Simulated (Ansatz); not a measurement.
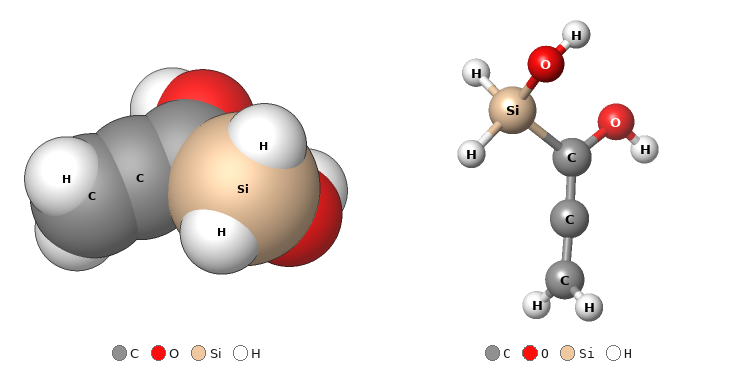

Both panels show the same species.

Identify the structure.

Formula C₃H₆O₂Si. Its SMILES string is `C=C=C(O)[SiH2]O`. It has no ring. Among its groups: Si–H bond, Si–O bond. The point group is C1. Coordination: 2 C trigonal planar; 1 C linear; 2 O bent; 1 Si tetrahedral.

More results for the same structure follow; atom numbers are the same in all pictures, views and colours differ. Computed geometry: PBE0-D4/def2-TZVP optimisation. No frequency run is at hand to confirm it as a minimum.

## Shape

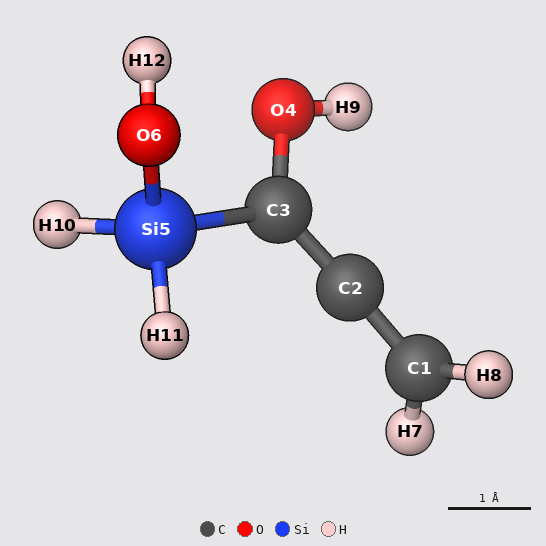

Atoms carry their numbers in the input. No frequency run is at hand to confirm it as a minimum.

Which atoms are bonded, and how long are the bonds?

```
   bond  length (Å)   order
  C1–C2       1.303  double
  C1–H7       1.087  single
  C1–H8       1.087  single
  C2–C3       1.306  double
  C3–O4       1.377  single
 C3–Si5       1.872  single
  O4–H9       0.964  single
 Si5–O6       1.645  single
Si5–H10       1.489  single
Si5–H11       1.477  single
 O6–H12       0.959  single
```

## Levels of theory compared

No frequency run is at hand to confirm it as a minimum. Program: Ansatz 0.2.0.

Compare HOMO energy (eV) at these levels: B3LYP-D4/def2-TZVPP; PBE-D4/def2-TZVPP; PBE0-D4/def2-TZVPP; r2SCAN-D4/def2-TZVPP; ωB97M-V/def2-TZVPP; ωB97X-V/def2-TZVPP.

| level | HOMO energy (eV) |
| --- | --- |
| B3LYP-D4/def2-TZVPP | −6.66 |
| PBE-D4/def2-TZVPP | −5.63 |
| PBE0-D4/def2-TZVPP | −6.87 |
| r2SCAN-D4/def2-TZVPP | −5.85 |
| ωB97M-V/def2-TZVPP | −9.08 |
| ωB97X-V/def2-TZVPP | −9.18 |

## Dipole moment

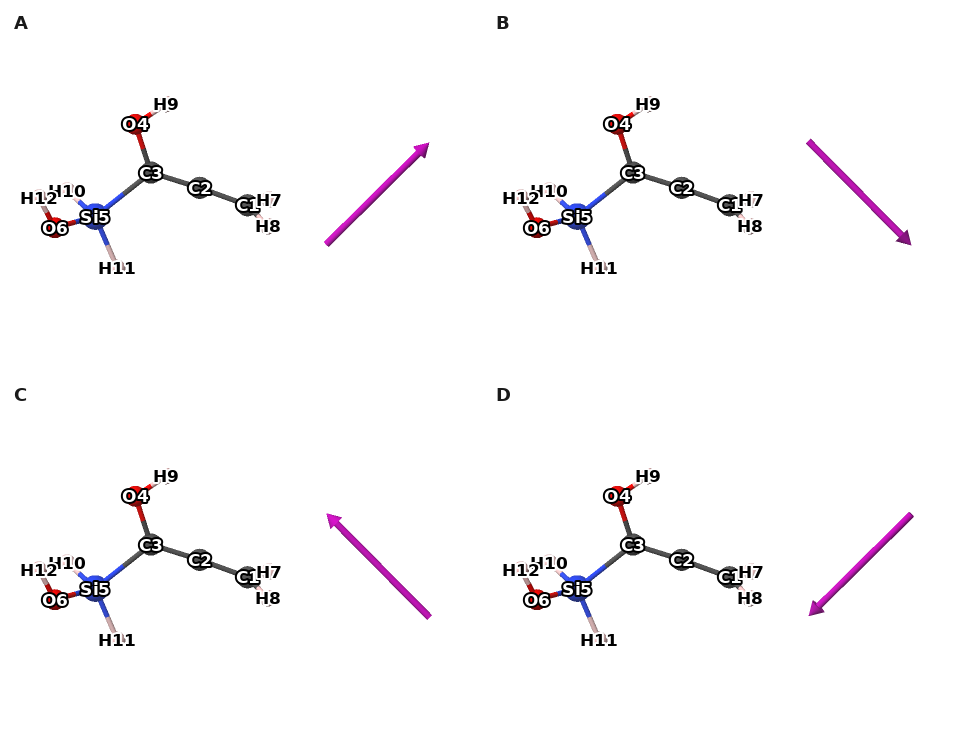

The same molecule four times, each with an arrow. No frequency run is at hand to confirm it as a minimum. Properties computed with RKS ωB97M-V/def2-TZVPP (Ansatz 0.2.0).

Which arrow points along the dipole moment, from the negative to the positive end?

Answer. A. The dipole moment is 1.95 D; it points from the side of O6, H11 to the side of H9 (the outermost atoms at the two ends).

## Charges

The questions are on Mulliken charges. No frequency run is at hand to confirm it as a minimum. Level of theory: RKS PBE0-D4/def2-TZVP (Ansatz 0.2.0).

Give the Mulliken charges atom by atom.

```csv
atom,value (e)
C1,−0.30
C2,−0.05
C3,0.00
O4,−0.42
Si5,0.43
O6,−0.53
H7,0.15
H8,0.15
H9,0.31
H10,−0.05
H11,−0.03
H12,0.33
```

Mulliken values depend strongly on the basis set and can even reverse the polarity of a bond.
